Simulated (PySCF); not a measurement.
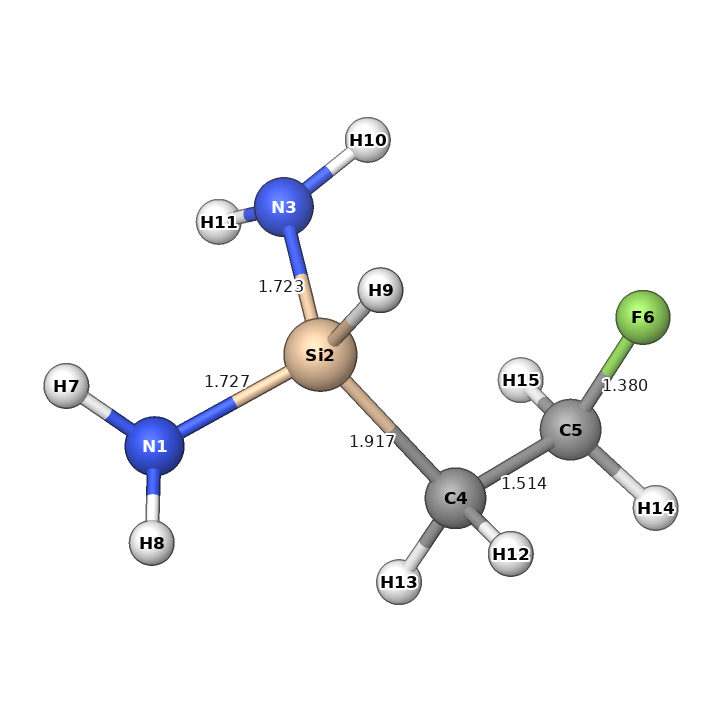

The numbers beside the sticks are distances in Å. Sticks don't show bond order. The geometry was computed by an optimisation with GFN2-xTB. No frequency run is at hand to confirm it as a minimum.

Q: Which of the marked bonds are single, double, triple or aromatic?

A: N1–Si2 single; Si2–N3 single; Si2–C4 single; C4–C5 single; C5–F6 single.

Q: Write the SMILES.

A: N[SiH](N)CCF
